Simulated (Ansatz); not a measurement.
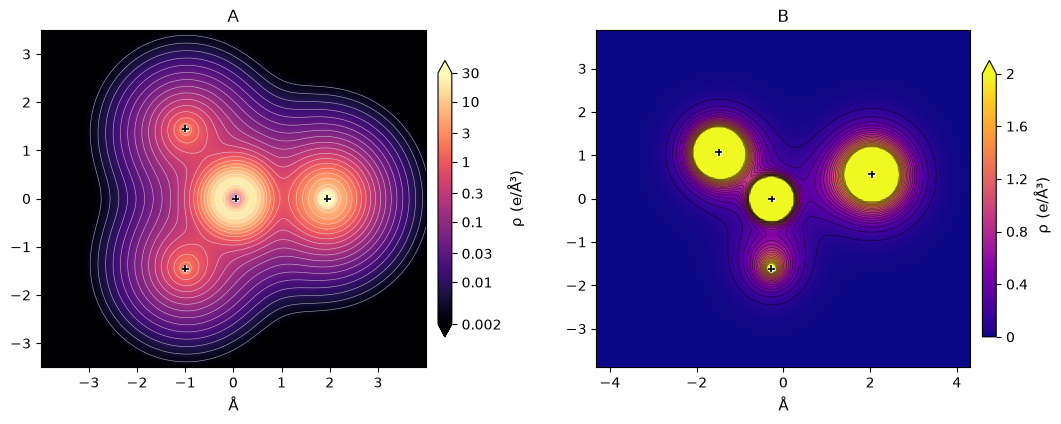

The electron density of 2 systems, each on a plane through atoms (crosses mark nuclei in the plane).

Computed with RKS PBE0-D4/def2-TZVPPD (Ansatz).

System 1: AlBrHO (SMILES [O-][AlH][Br]) (charge −1), the molecular plane. Geometry: PBE0-D4/def2-TZVPD.

```xyz
4

O     0.5588   -1.3101    1.1541
Al    0.2098   -0.0763    0.1558
Br   -1.8373    0.1741   -1.0350
H     1.0687    1.2123   -0.2749
```

System 2: H$_{2}$InO (charge −1), the molecular plane. Geometry: PBE0-D4/def2-TZVPD; core potentials replace the inner electrons of In.

```xyz
4

O    -1.8985   -0.4236   -0.1348
In   -0.0460   -0.0103   -0.0033
H     1.2051   -1.0431    0.7485
H     0.7393    1.4769   -0.6104
```

**Which map belongs to which system?**

Panel A is system 2, H$_{2}$InO: the plane holds O, In and H. In–O (1.90 Å): ρ at the midpoint is about 0.97 e/Å³. Panel B is system 1, AlBrHO: the plane holds O, Al, Br and H. Al–O (1.63 Å): ρ is about 1.1 e/Å³ halfway.
